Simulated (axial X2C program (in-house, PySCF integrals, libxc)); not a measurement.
# A two-component session on WSi⁻: properties at the nuclei

Wanted for WSi⁻: properties at the nuclei, at the two-component level.

Computed with an in-house X2C program for linear molecules on PySCF integrals. Level: two-component X2C with atomic mean-field terms, W dyall-acv3z, Si dyall-av3z.

All values are calculated.

**1. Set-up**

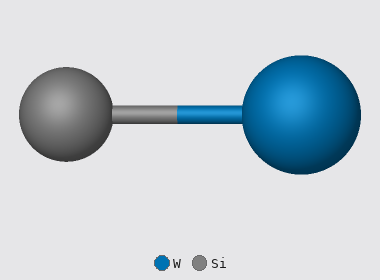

The two atoms at 2.530 Å (tungsten blue, silicon grey).

task.json

```json
{"zs": [74, 14], "q": -1, "bas": ["dyall-acv3z", "dyall-av3z"], "r0": 2.53, "levels": ["PBE0", "HF", "PBE50", "BP86", "B3LYP"], "nst": 3}
```

Keys: zs atomic numbers; q charge; bas basis sets; r0 starting distance in Å; levels methods (HF also brings MP2); nst determinants followed.

Run with:

```
$ python soeom.py task.json out
```

Nuclei are Gaussian, cores are contracted, and the Gaunt term is on.

**2. Expectation values, lowest determinant**

R = 2.287 Å. State: Ω = 3/2 (excess of +ω over −ω: ω = 1/2, ω = -3/2, ω = 5/2).

Output of the PBE0 run:

```text
two-component X2C + atomic mean field  PBE0
basis functions 256  fitting functions 1275  grid points 5082
iter        total energy     max residual
   1     -16432.220830532     8.56e-06
   2     -16432.220830556     1.15e-05
   3     -16432.220830563     6.97e-06
   4     -16432.220830576     5.93e-06
   5     -16432.220830585     5.81e-06
   6     -16432.220830588     2.59e-06
   7     -16432.220830589     2.07e-06
converged
one-electron -23034.42474562  Coulomb 6726.03983221  exact exchange -85.95834452  xc functional -263.54836129  nuclear repulsion 239.71473131  atomic mean-field constant -14.04394268
```

The highest occupied spinor is 56% Si p, 30% W d, 8% W p.

```
level  Eeff magnitude (GV/cm)  Ws magnitude W (kHz)  A∥/gI W (MHz)  qzz W (a.u.)  A∥/gI Si (MHz)  qzz Si (a.u.)
 PBE0                    28.6                    18           1060         -0.42            48.1          -0.44
   HF                    58.6                  38.8            773         -3.57            5.77          -0.41
PBE50                    42.8                  27.6           1180         -0.68            51.2          -0.54
 BP86                      16                  9.58           1070         -0.73            35.9          -0.36
B3LYP                    15.1                  8.81            780         -0.09              37          -0.32
```

Eeff is the effective electric field on the electron dipole moment in this Ω state and Ws the scalar–pseudoscalar constant (defined with the proton number Z and per Ω); A∥ is the parallel hyperfine constant, which follows by multiplying with the nuclear g factor gI = μI/(I μN); qzz is the electric field gradient, eQq0 = 234.96 MHz × Q/barn × qzz. The operators were transformed with the bare-nucleus X2C matrices.

**3. Expectation values, a higher determinant**

R = 2.287 Å. State: Ω = 3/2 (excess of +ω over −ω: ω = 3/2), 0.49 eV above the lowest in the PBE0 search for states (made at or near this distance, with looser thresholds).

Output of the PBE0 run:

```text
two-component X2C + atomic mean field  PBE0
basis functions 256  fitting functions 1275  grid points 5082
iter        total energy     max residual
   1     -16432.202849221     5.38e-06
   2     -16432.202849223     1.76e-05
   3     -16432.202849231     4.20e-06
   4     -16432.202849234     1.96e-06
   5     -16432.202849236     2.11e-06
   6     -16432.202849236     7.47e-07
converged
one-electron -23031.52063995  Coulomb 6723.03384901  exact exchange -85.92348464  xc functional -263.46336228  nuclear repulsion 239.71473131  atomic mean-field constant -14.04394268
```

The highest occupied spinor is 47% W d, 26% W s, 12% Si p.

```
level  Eeff magnitude (GV/cm)  Ws magnitude W (kHz)  A∥/gI W (MHz)  qzz W (a.u.)  A∥/gI Si (MHz)  qzz Si (a.u.)
 PBE0                    6.23                  4.49            523         -6.88             -17          -0.87
   HF                    12.3                  8.58            192         -4.92           -20.9          -0.62
PBE50                    1.34                  1.21            487         -6.84           -21.5          -0.92
 BP86                    2.23                  1.48            596         -7.23          -0.374          -0.79
B3LYP                    2.29                   1.6            599         -6.91           -2.64          -0.87
```

**4. Expectation values, a higher determinant**

R = 2.287 Å. State: Ω = 5/2 (excess of +ω over −ω: ω = 5/2), 0.76 eV above the lowest in the PBE0 search for states (made at or near this distance, with looser thresholds).

Output of the PBE0 run:

```text
two-component X2C + atomic mean field  PBE0
basis functions 256  fitting functions 1275  grid points 5082
iter        total energy     max residual
   1     -16432.193014917     5.19e-05
   2     -16432.193014941     2.92e-05
   3     -16432.193014894     5.09e-05
   4     -16432.193014967     1.34e-05
   5     -16432.193014974     8.41e-06
   6     -16432.193014980     4.93e-06
   7     -16432.193014985     1.45e-06
   8     -16432.193014986     7.12e-07
converged
one-electron -23031.68952988  Coulomb 6723.24030683  exact exchange -85.93349895  xc functional -263.48108162  nuclear repulsion 239.71473131  atomic mean-field constant -14.04394268
```

The highest occupied spinor is 42% W s, 23% W d, 13% W p.

```
level  Eeff magnitude (GV/cm)  Ws magnitude W (kHz)  A∥/gI W (MHz)  qzz W (a.u.)  A∥/gI Si (MHz)  qzz Si (a.u.)
 PBE0                    13.8                  5.75            284         -1.94            41.4          -1.35
   HF                    25.9                  9.45            500          1.61            34.5          -1.40
PBE50                    21.7                  8.15            582          1.56            37.6          -1.10
 BP86                    2.94                  0.86            280         -3.85            23.6          -1.04
B3LYP                    5.56                  2.19            166         -2.38            33.2          -1.21
```

**5. What came out**

```
                                        quantity                                                       value
                              lowest determinant  Ω = 3/2 (excess of +ω over −ω: ω = 1/2, ω = -3/2, ω = 5/2)
                    Eeff magnitude (GV/cm), PBE0                                                        28.6
                      Ws magnitude W (kHz), PBE0                                                          18
                             A∥/gI W (MHz), PBE0                                                        1060
                              qzz W (a.u.), PBE0                                                       -0.42
                              higher determinant                     Ω = 3/2 (excess of +ω over −ω: ω = 3/2)
Eeff magnitude (GV/cm), PBE0, higher determinant                                                        6.23
  Ws magnitude W (kHz), PBE0, higher determinant                                                        4.49
         A∥/gI W (MHz), PBE0, higher determinant                                                         523
          qzz W (a.u.), PBE0, higher determinant                                                       -6.88
                              higher determinant                     Ω = 5/2 (excess of +ω over −ω: ω = 5/2)
Eeff magnitude (GV/cm), PBE0, higher determinant                                                        13.8
  Ws magnitude W (kHz), PBE0, higher determinant                                                        5.75
         A∥/gI W (MHz), PBE0, higher determinant                                                         284
          qzz W (a.u.), PBE0, higher determinant                                                       -1.94
```

In words: In the first state, the effective field runs from 15.1 to 58.6 GV/cm over the mean-field levels, so the levels don't agree on it. The expectation values come from single determinants, which for open shells can mix terms of unlike spin or miss the lowest Ω, so a determinant need not be a state. Eeff is the effective electric field on the electron dipole moment in this Ω state and Ws the scalar–pseudoscalar constant (defined with the proton number Z and per Ω); A∥ is the parallel hyperfine constant, which follows by multiplying with the nuclear g factor gI = μI/(I μN); qzz is the electric field gradient, eQq0 = 234.96 MHz × Q/barn × qzz. The operators were transformed with the bare-nucleus X2C matrices.
